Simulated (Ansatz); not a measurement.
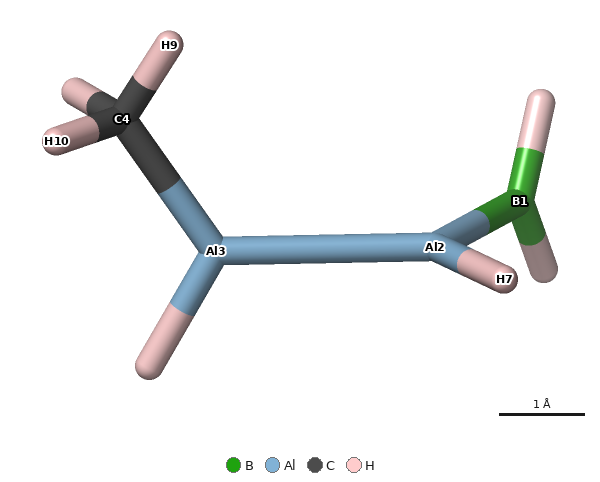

*The starting structure (stick view, seen at a tilt; atoms are numbered from 1 in the order of the input). Sticks mark near contacts.*

# CH7Al2B: geometry relaxation (part 1 of 2)

System: CH7Al2B, SMILES [BH2][AlH][AlH][CH3].
Method: RKS PBE0-D4/def2-TZVP (Ansatz 0.2.0).

The geometry: PBE-D4/def2-SVP start. Figures and captions count atoms from 1; the log counts them from 0 in places.

Input
```yaml
crystal:
  periodic: [false, false, false]
  atoms:
    - {symbol: B, position_ang: [-1.825392, 2.334625, -0.142974]}
    - {symbol: Al, position_ang: [0.090450, 1.606515, -0.595170]}
    - {symbol: Al, position_ang: [0.545740, -0.957703, -0.697526]}
    - {symbol: C, position_ang: [1.047570, -2.046203, 0.875004]}
    - {symbol: H, position_ang: [-2.679624, 2.520737, -0.996467]}
    - {symbol: H, position_ang: [-2.208262, 2.512313, 1.004462]}
    - {symbol: H, position_ang: [1.323567, 2.614754, -0.877215]}
    - {symbol: H, position_ang: [0.368785, -1.748474, -2.096581]}
    - {symbol: H, position_ang: [1.287888, -1.464071, 1.786386]}
    - {symbol: H, position_ang: [1.912775, -2.702480, 0.638859]}
    - {symbol: H, position_ang: [0.201902, -2.727013, 1.121822]}
basis:
  gaussian: {orbitals: def2-TZVP}
hamiltonian: {xc: pbe0, dispersion: d4}
relax: {f_tol: 0.005, max_steps: 150}
```

Launched with:
```bash
ansatz run in.yaml --threads 2 --pin off --events-out ev --progress --plain --max-ram 4352MiB
```

Output
```
Functional definition: PBE0
  name "PBE0"
  cite "Adamo & Barone, J. Chem. Phys. 110, 6158 (1999) doi:10.1063/1.478522"
  cite "Perdew, Burke & Ernzerhof, Phys. Rev. Lett. 77, 3865 (1996) doi:10.1103/PhysRevLett.77.3865"
  parent pbe
  parameter a = 0.25
  parameter kappa = 0.804
  parameter beta = 0.06672455060314922
  exchange = (1 - a)*pbe_x(kappa = kappa, mu = beta*pi^2/3) + a*exact_x
  correlation = pbe_c(beta = beta)
1215 factors; their error is unknown
mean field evaluation 1: about -15004.0961 eV, gradient 5.4e1 eV
mean field evaluation 2: about -14999.3361 eV, gradient 6.3e1 eV
mean field evaluation 4: about -15011.5629 eV, gradient 2.5e0 eV
mean field evaluation 8: about -15011.5876 eV, gradient 2.6e-2 eV
mean field evaluation 16: about -15011.6034 eV, gradient 2.1e-5 eV
mean field -15011.60344631 eV, -551.6662514215 hartree, gradient 2.1e-5 eV, S^2 0.000000; 0 other end points of the search recorded, 0 dependent functions left out
the calculation of the forces begins
reference -15011.60349086 eV, -551.6662530587 hartree; 22, 22 occupied and 156, 156 virtual orbitals, 1215 factors
relax step   1: F+E_penalty+E_count = -15011.75163943 eV  Δ(F+E_penalty+E_count) = +0.000e0 eV  max|allowed force component| = 4.541e-1 eV/Å  Δτ_max = 0.0000 Å  (27 SCF iters, accepted)
these checks for a lower state are left out or cut short: starts, cluster_reference, orbital_swaps, neighbouring_geometries, increment
1215 factors; their error is unknown
mean field -15011.62934765 eV, -551.6672032782 hartree, gradient 8.8e-6 eV, S^2 0.000000; 0 other end points of the search recorded, 0 dependent functions left out
[... from here on the field's lines of each further geometry are left out, up to the last ...]
relax step   2: F+E_penalty+E_count = -15011.77791685 eV  Δ(F+E_penalty+E_count) = -2.628e-2 eV  max|allowed force component| = 1.618e-1 eV/Å  Δτ_max = 0.0238 Å  (32 SCF iters, accepted)
relax step   3: F+E_penalty+E_count = -15011.78013740 eV  Δ(F+E_penalty+E_count) = -2.221e-3 eV  max|allowed force component| = 4.462e-2 eV/Å  Δτ_max = 0.0157 Å  (31 SCF iters, accepted)
relax step   4: F+E_penalty+E_count = -15011.78034387 eV  Δ(F+E_penalty+E_count) = -2.065e-4 eV  max|allowed force component| = 3.008e-2 eV/Å  Δτ_max = 0.0071 Å  (30 SCF iters, accepted)
relax step   5: F+E_penalty+E_count = -15011.78041520 eV  Δ(F+E_penalty+E_count) = -7.133e-5 eV  max|allowed force component| = 2.819e-3 eV/Å  Δτ_max = 0.0026 Å  (24 SCF iters, accepted)
relax step   6: F+E_penalty+E_count = -15011.78043288 eV  Δ(F+E_penalty+E_count) = -1.769e-5 eV  max|allowed force component| = 3.734e-3 eV/Å  Δτ_max = 0.0038 Å  (24 SCF iters, accepted)
relax step   7: F+E_penalty+E_count = -15011.78049872 eV  Δ(F+E_penalty+E_count) = -6.584e-5 eV  max|allowed force component| = 1.018e-2 eV/Å  Δτ_max = 0.0277 Å  (30 SCF iters, accepted)
relax step   8: F+E_penalty+E_count = -15011.78052350 eV  Δ(F+E_penalty+E_count) = -2.477e-5 eV  max|allowed force component| = 8.590e-3 eV/Å  Δτ_max = 0.0107 Å  (31 SCF iters, accepted)
relax step   9: F+E_penalty+E_count = -15011.78056204 eV  Δ(F+E_penalty+E_count) = -3.854e-5 eV  max|allowed force component| = 7.718e-3 eV/Å  Δτ_max = 0.0243 Å  (30 SCF iters, accepted)
relax step  10: F+E_penalty+E_count = -15011.78057160 eV  Δ(F+E_penalty+E_count) = -9.560e-6 eV  max|allowed force component| = 1.032e-2 eV/Å  Δτ_max = 0.0131 Å  (31 SCF iters, accepted)
relax step  11: F+E_penalty+E_count = -15011.78057595 eV  Δ(F+E_penalty+E_count) = -4.349e-6 eV  max|allowed force component| = 1.382e-2 eV/Å  Δτ_max = 0.0130 Å  (29 SCF iters, accepted)
relax step  12: F+E_penalty+E_count = -15011.78057103 eV  Δ(F+E_penalty+E_count) = +4.919e-6 eV  max|allowed force component| = 1.724e-2 eV/Å  Δτ_max = 0.0063 Å  (24 SCF iters, rejected (line search))
relax step  13: F+E_penalty+E_count = -15011.78059177 eV  Δ(F+E_penalty+E_count) = -1.583e-5 eV  max|allowed force component| = 7.715e-3 eV/Å  Δτ_max = 0.0030 Å  (24 SCF iters, accepted)
relax step  14: F+E_penalty+E_count = -15011.78059950 eV  Δ(F+E_penalty+E_count) = -7.731e-6 eV  max|allowed force component| = 4.066e-3 eV/Å  Δτ_max = 0.0062 Å  (23 SCF iters, accepted)
the calculation of the forces begins
reference -15011.63236483 eV, -551.6673141575 hartree; 22, 22 occupied and 156, 156 virtual orbitals, 1215 factors
relax step  15: F+E_penalty+E_count = -15011.78060428 eV  Δ(F+E_penalty+E_count) = -4.774e-6 eV  max|allowed force component| = 3.020e-3 eV/Å  Δτ_max = 0.0081 Å  (30 SCF iters, accepted)
1215 factors; their error is unknown
mean field evaluation 128: about -15011.6323 eV, gradient 2.1e-5 eV
```

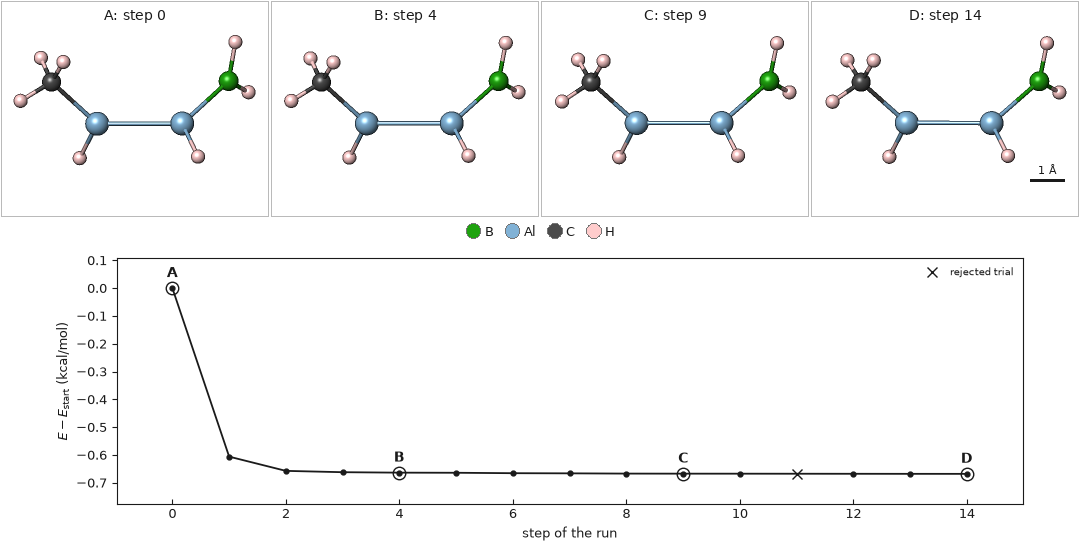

*Frames of the relaxation (ball-and-stick view, seen on its broad side) above the curves, on which the letters mark them (the first geometry is step 0 here and step 1 in the log).*

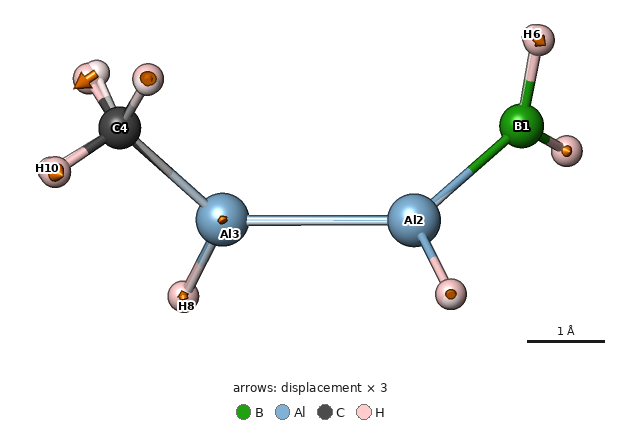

*Start (faint) and end (solid) with the displacements as orange arrows, magnified 3 times (ball-and-stick view, seen on its broad side). The two geometries are laid on each other by the best rigid fit.*

The atom that moves furthest after the best rigid fit is H11 (0.13 Å). Largest moves by element: H 0.13 Å, Al 0.03 Å, B 0.02 Å, C 0.01 Å. Distances before and after: B1–H5 1.222 → 1.201 Å, C4–H9 1.108 → 1.092 Å, Al3–C4 1.977 → 1.961 Å, C4–H10 1.111 → 1.096 Å. Among the angles that change: B1–Al2–H7 121.1° → 119.1°. Over 14 geometry steps the energy falls by 0.67 kcal/mol. Largest force component: 0.45 eV/Å at the start, 0.003 eV/Å at the end. The line search rejected the trial step at point 11 (counted from 0) and went back. (Atoms are counted from 1 in the order of the input.)

```
mean field -15011.63232037 eV, -551.6673125237 hartree, gradient 1.8e-5 eV, S^2 0.000000; 1 other end points of the search recorded, 0 dependent functions left out
the calculation of the forces begins
reference -15011.63236483 eV, -551.6673141575 hartree; 22, 22 occupied and 156, 156 virtual orbitals, 1215 factors
Total energy: -15011.78064873 eV, -551.6727634906 hartree
Atom 0 at    -1.824203     2.357258    -0.145000 Å, force     0.000044    -0.001315    -0.000296 eV/Å
Atom 1 at     0.080813     1.582881    -0.589215 Å, force     0.001207    -0.000494     0.000649 eV/Å
Atom 2 at     0.524955    -0.979309    -0.680762 Å, force    -0.001083    -0.000184    -0.000987 eV/Å
Atom 3 at     1.048534    -2.059520     0.870242 Å, force    -0.002083    -0.003020     0.002047 eV/Å
Atom 4 at    -2.658876     2.555598    -0.986010 Å, force    -0.000120     0.000835     0.000657 eV/Å
Atom 5 at    -2.191782     2.568496     0.979378 Å, force     0.000029     0.000508    -0.000661 eV/Å
Atom 6 at     1.286898     2.597756    -0.875406 Å, force    -0.000726     0.000050    -0.000041 eV/Å
Atom 7 at     0.347705    -1.766442    -2.063484 Å, force     0.000478     0.000268     0.000808 eV/Å
Atom 8 at     1.204756    -1.487620     1.786870 Å, force     0.000563    -0.000929    -0.001873 eV/Å
Atom 9 at     1.968772    -2.612971     0.652764 Å, force    -0.001268     0.001511     0.000912 eV/Å
Atom 10 at     0.277827    -2.813125     1.071221 Å, force     0.002961     0.002770    -0.001216 eV/Å
Dipole moment:     0.034920    -0.099033     0.125509 e Å
```

Trajectory as extended XYZ (Å, eV, eV/Å), 15 frames, from step=1 to step=15
```
11
Properties=species:S:1:pos:R:3:forces:R:3 step=1 energy=-15011.75164
B    -1.8254    2.3346   -0.1430   -0.4541   0.1393   0.1114
Al    0.0905    1.6065   -0.5952    0.2080   0.0559  -0.0380
Al    0.5457   -0.9577   -0.6975    0.0079  -0.1739   0.0265
C     1.0476   -2.0462    0.8750    0.0597  -0.2361   0.2025
H    -2.6796    2.5207   -0.9965    0.3021  -0.0598   0.3250
H    -2.2083    2.5123    1.0045    0.1322  -0.0574  -0.4360
H     1.3236    2.6148   -0.8772   -0.1716  -0.0975   0.0370
H     0.3688   -1.7485   -2.0966    0.0332   0.0846   0.1772
H     1.2879   -1.4641    1.7864   -0.1131  -0.2756  -0.4387
H     1.9128   -2.7025    0.6389   -0.3952   0.3099   0.1267
H     0.2019   -2.7270    1.1218    0.3910   0.3106  -0.0937
11
Properties=species:S:1:pos:R:3:forces:R:3 step=2 energy=-15011.77792
B    -1.8196    2.3333   -0.1444   -0.1618   0.0332   0.0410
Al    0.0975    1.5991   -0.5920    0.0213   0.0231  -0.0100
Al    0.5356   -0.9615   -0.6915    0.0574  -0.0847   0.0388
C     1.0436   -2.0472    0.8680   -0.0028  -0.0679   0.0714
H    -2.6654    2.5204   -0.9851    0.0982  -0.0141   0.0826
H    -2.2004    2.5141    0.9872    0.0499  -0.0113  -0.1188
H     1.3016    2.6208   -0.8700   -0.0211  -0.0180   0.0064
H     0.3724   -1.7534   -2.0751   -0.0089   0.0196   0.0158
H     1.2772   -1.4664    1.7674   -0.0303  -0.0729  -0.1136
H     1.9076   -2.6873    0.6377   -0.1163   0.0970   0.0186
H     0.2151   -2.7289    1.1184    0.1145   0.0961  -0.0323
11
Properties=species:S:1:pos:R:3:forces:R:3 step=3 energy=-15011.78014
B    -1.8266    2.3322   -0.1431    0.0065   0.0339  -0.0030
Al    0.0902    1.5937   -0.5917    0.0105  -0.0446   0.0048
Al    0.5498   -0.9681   -0.6912   -0.0272   0.0204   0.0161
C     1.0452   -2.0492    0.8687   -0.0030   0.0046  -0.0106
H    -2.6625    2.5299   -0.9823   -0.0079  -0.0091  -0.0093
H    -2.1995    2.5259    0.9823   -0.0003  -0.0083   0.0099
H     1.2922    2.6140   -0.8673    0.0005   0.0186  -0.0019
H     0.3746   -1.7522   -2.0750    0.0085  -0.0084  -0.0065
H     1.2784   -1.4706    1.7641    0.0041   0.0136   0.0064
H     1.9045   -2.6867    0.6386    0.0197  -0.0140  -0.0020
H     0.2189   -2.7257    1.1175   -0.0115  -0.0067  -0.0039
```
